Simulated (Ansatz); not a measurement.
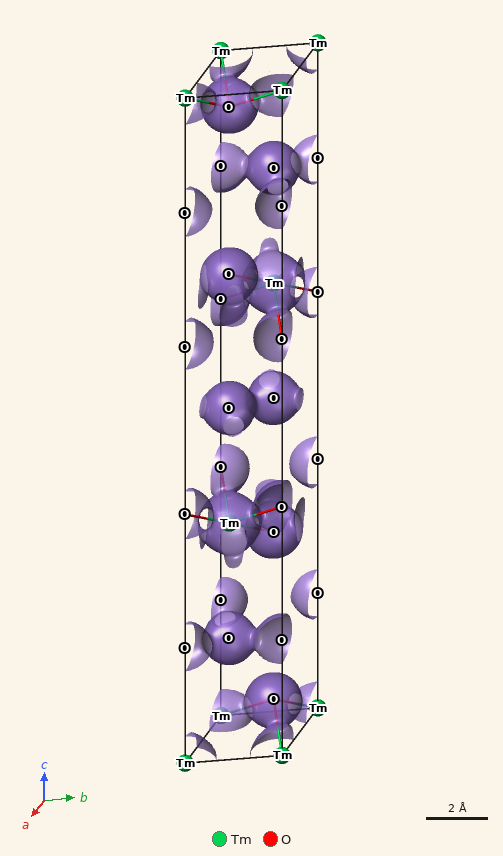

TmO4. Isosurface of the valence charge density (pseudo) at 0.4 e/Å³ (purple), seen at an oblique angle. Sticks mark near contacts.

Space group R-3m; a structure generated by program, which may or may not match a known phase; computed without spin polarisation; no Hubbard U on the f states and no spin–orbit coupling.

Computed with DFT PBE, scalar-relativistic, plane waves, PAW; 4f electrons in the core of a trivalent norm-conserving potential (Ansatz).

The density is the valence pseudo-density of a pseudopotential calculation; it isn't the true density close to the nuclei.

```cif
data_structure
_symmetry_space_group_name_H-M 'P 1'
_symmetry_Int_Tables_number 1
_cell_length_a 3.2692
_cell_length_b 3.2692
_cell_length_c 25.9648
_cell_angle_alpha 90.000
_cell_angle_beta 90.000
_cell_angle_gamma 120.000
_cell_volume 240.33
loop_
_atom_site_label
_atom_site_type_symbol
_atom_site_fract_x
_atom_site_fract_y
_atom_site_fract_z
_atom_site_occupancy
Tm1 Tm 0.00000 0.00000 0.00000 1
Tm2 Tm 0.66667 0.33333 0.33333 1
Tm3 Tm 0.33333 0.66667 0.66667 1
O1 O 0.33333 0.66667 0.29255 1
O2 O 0.00000 0.00000 0.62588 1
O3 O 0.66667 0.33333 0.95922 1
O4 O 0.00000 0.00000 0.17315 1
O5 O 0.66667 0.33333 0.50648 1
O6 O 0.33333 0.66667 0.83981 1
O7 O 0.66667 0.33333 0.16019 1
O8 O 0.33333 0.66667 0.49352 1
O9 O 0.00000 0.00000 0.82685 1
O10 O 0.33333 0.66667 0.04078 1
O11 O 0.00000 0.00000 0.37412 1
O12 O 0.66667 0.33333 0.70745 1
```

Q: How is the density connected at this value?

A: At this value the density is joined into sheets; it holds about 85 % of the electrons treated as valence (semicore included). It bridges the sampled Tm–O (2.16 Å) contacts, where the density stays above the isovalue. On the grid the lowest density along these lines, outside the cores, is 0.53 e/Å³ (Tm–O, 2.16 Å).
